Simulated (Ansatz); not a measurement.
**SiF₂ + AsH₃: a complex and its separated parts**

Aim: how far the complex at one end of a reaction step lies below its separated, relaxed parts, level by level.

Computed with Ansatz 0.2.0, Gaussian basis. Level: PBE0-D4/def2-TZVP structures, single points in def2-TZVPP, no counterpoise correction.

Levels: SPW92, PBE-D4, BLYP-D4, r2SCAN-D4, B97M-V, PBE0-D4, B3LYP-D4, r2SCAN0-D4, BHLYP-D4, CAM-B3LYP-D4, wB97X-V, wB97M-V, B2PLYP, PBE-QIDH, RPA on PBE, Hartree-Fock, MP2, CCSD, CCSD(T).

Cores are frozen in the correlated methods. Filled d shells of the heavier atoms are correlated. B3LYP uses VWN-RPA correlation. B2PLYP carries no dispersion term here.

11 further runs of the same task are left out: 11 set aside as unsound or not needed.

## 1. Starting geometry

The complex: 7 atoms, charge 0, spin multiplicity 1.

Atoms are counted from 1 here; the program's logs count them from 0.

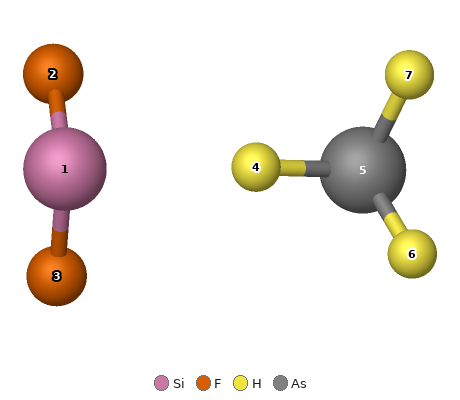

The starting geometry (silicon pink, fluorine orange, hydrogen yellow, arsenic grey); atoms are numbered from 1 in the order of the file.

Geometry (Å):

```
atom     x (Å)     y (Å)     z (Å)
 Si1   0.83894  -1.38019   1.32455
  F2  -0.62907  -1.43979   1.97079
  F3   0.67007  -2.42600   0.11874
  H4   0.17749   0.37621  -0.07472
 As5  -0.76155   1.04833  -1.09278
  H6   0.42750   1.47222  -1.94366
  H7  -0.72348   2.34922  -0.30302
```

Its parts: SiF₂ holds atoms 1, 2, 3; AsH₃ holds atoms 4, 5, 6, 7. Each part counts its atoms afresh in its own runs.

## 2. Relaxing SiF₂ alone

The input, relax-a/in.yaml:

```yaml
crystal:
  periodic: [false, false, false]
  atoms:
    - {symbol: Si, position_ang: [0.838942, -1.380189, 1.324552]}
    - {symbol: F, position_ang: [-0.629069, -1.439791, 1.970788]}
    - {symbol: F, position_ang: [0.670067, -2.426000, 0.118736]}
basis:
  gaussian: {orbitals: def2-TZVP}
hamiltonian: {xc: pbe0, dispersion: d4}
relax: {f_tol: 0.005, max_steps: 200}
```

The command line of these runs was not kept.

After this run come: Relaxing AsH₃ alone; wB97M-V/def2-TZVPP; CCSD(T)/def2-TZVPP; MP2/def2-QZVPP; Vibrations of SiF₂; Vibrations of AsH₃.

Q: Predict the outcome of this session. Wanted: complex less parts, CCSD(T)/def2-TZVPP; with zero-point energy; largest T1 diagnostic.

As calculated:

```
                              quantity         value
complex less parts, CCSD(T)/def2-TZVPP  +1.20 kJ/mol
                with zero-point energy  +2.90 kJ/mol
                 largest T1 diagnostic         0.015
```

At CCSD(T) the complex lies 1.20 kJ/mol above its parts. B2PLYP is the best functional here (+0.58 kJ/mol from CCSD(T)); SPW92 is the worst (-19.32 kJ/mol). Mean unsigned error by rung: LDA 19.32, GGA 12.50, meta-GGA 7.37, hybrid 7.83, range-separated hybrid 3.07, double hybrid 1.13 kJ/mol. PBE-D4 gives a relative energy 13.57 kJ/mol too low, an error of 1131 % of the reference. The complex's frequency run has imaginary modes: the structure is no minimum, so both the energy and the zero-point correction are in doubt. No counterpoise was applied, and triple zeta lacks some correlation, so the CCSD(T) reference has a basis error of its own, and close matches with it are partly luck. The restricted Hartree–Fock reference is unstable towards an unrestricted one at one or more of these structures.
